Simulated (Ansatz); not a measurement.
**BH3S (SMILES BS): PBE/STO-3G**

What is the vertical ionisation energy of BH3S at PBE/STO-3G? 

Program for the calculation: Ansatz 0.2.0.

54 further runs of the same task are left out: 2 that didn't finish, 52 set aside as unsound or not needed.

### 1 Starting point

The species is BH3S (5 atoms), meant as a singlet with charge 0. SMILES: `BS`. The shape is that of a PBE0-D4/def2-TZVP optimisation.

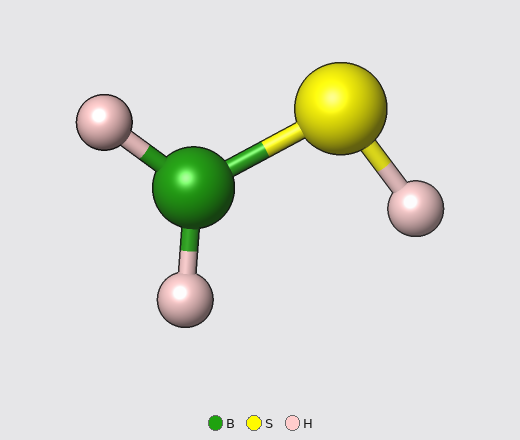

Viewed from a chosen angle; boron green, sulfur yellow, hydrogen pink.

### 2 A single-point energy at PBE/STO-3G

molecule.yaml reads:

```yaml
crystal:
  periodic: [false, false, false]
  atoms:
    - {symbol: B, position_ang: [-0.392100, -0.421000, 0.088100]}
    - {symbol: S, position_ang: [0.161700, 1.236900, -0.154300]}
    - {symbol: H, position_ang: [-1.562900, -0.556400, 0.264200]}
    - {symbol: H, position_ang: [0.367100, -1.337600, 0.074200]}
    - {symbol: H, position_ang: [1.476100, 1.004400, -0.313600]}
basis:
  gaussian:
    orbitals: STO-3G
hamiltonian:
  xc: {name: PBE}
accuracy: high
```

On the command line:

```
ansatz run molecule.yaml --threads 1 --pin off --max-ram 2610MiB --events-out events.jsonl --progress --plain --runs-dir runs
```

The program printed:

```text
Warning: RAYON_NUM_THREADS=1 ignored (pool sized by the plan → 1); use --threads N
Functional definition: PBE
  name "PBE"
  parameter kappa = 0.804
  parameter beta = 0.06672455060314922
  exchange = pbe_x(kappa = kappa, mu = beta*pi^2/3)
  correlation = pbe_c(beta = beta)
287 factors; integrals over basis functions are off by at most 2.4e-8 eV
mean field evaluation 1: about -11425.5597 eV, gradient 1.0e1 eV
mean field evaluation 2: about -11425.2286 eV, gradient 1.3e1 eV
mean field evaluation 4: about -11426.0074 eV, gradient 3.5e-1 eV
mean field evaluation 8: about -11425.9515 eV, gradient 1.8e-3 eV
mean field evaluation 16: about -11425.9515 eV, gradient 1.8e-8 eV
mean field -11425.95150579 eV, -419.8959730499 hartree, gradient 1.8e-8 eV, S^2 0.000000; 0 other end points of the search recorded, 0 dependent functions left out
reference -11425.95150749 eV, -419.8959731121 hartree; 12, 12 occupied and 5, 5 virtual orbitals, 287 factors
Total energy: -11425.95150749 eV, -419.8959731121 hartree
```

Wall time 0.87 s (1 thread of Arm Neoverse V1, shared host).

### 3 The doublet cation, same level

input.yaml reads:

```yaml
crystal:
  periodic: [false, false, false]
  atoms:
    - {symbol: B, position_ang: [-0.392100, -0.421000, 0.088100]}
    - {symbol: S, position_ang: [0.161700, 1.236900, -0.154300]}
    - {symbol: H, position_ang: [-1.562900, -0.556400, 0.264200]}
    - {symbol: H, position_ang: [0.367100, -1.337600, 0.074200]}
    - {symbol: H, position_ang: [1.476100, 1.004400, -0.313600]}
basis:
  gaussian:
    orbitals: STO-3G
total_charge: 1
magnetization:
  spin_polarized: true
  initial_magnetization: 1
hamiltonian:
  xc: {name: PBE}
accuracy: high
```

On the command line:

```
ansatz run input.yaml --threads 1 --pin off --max-ram 2610MiB --events-out events.jsonl --progress --plain --runs-dir runs
```

The program printed (excerpt; [...] marks lines left out):

```text
Warning: RAYON_NUM_THREADS=1 ignored (pool sized by the plan → 1); use --threads N
[... 6 set-up lines as earlier in the session ...]
287 factors; integrals over basis functions are off by at most 2.4e-8 eV
mean field evaluation 1: about -11416.1832 eV, gradient 7.6e0 eV
mean field evaluation 2: about -11410.3345 eV, gradient 2.1e1 eV
mean field evaluation 4: about -11416.7446 eV, gradient 1.7e0 eV
mean field evaluation 8: about -11416.7324 eV, gradient 2.1e-2 eV
mean field evaluation 16: about -11416.7324 eV, gradient 5.8e-7 eV
mean field evaluation 32: about -11416.1167 eV, gradient 2.1e-1 eV
mean field -11416.73243370 eV, -419.5571783994 hartree, gradient 3.4e-8 eV, S^2 0.751042; 4 other end points of the search recorded, 0 dependent functions left out
reference -11416.73243547 eV, -419.5571784643 hartree; 12, 11 occupied and 5, 6 virtual orbitals, 287 factors
Total energy: -11416.73243547 eV, -419.5571784643 hartree
```

Run time: 2.2 s. Hardware: 1 thread of Arm Neoverse V1, shared host; peak memory 0.12 GiB.

### 4 Summary of results

At PBE/STO-3G:

```
                                          quantity          value
                        singlet BH3S: total energy  -419.89597 Eh
                      doublet cation: total energy  -419.55718 Eh
                              doublet cation: ⟨S²⟩          0.751
vertical ionisation energy (to the doublet cation)       9.219 eV
```

**Reading.** Removing an electron at fixed nuclei costs 9.22 eV (890 kJ/mol). In a minimal basis such a difference can be off by several eV, whatever the method.
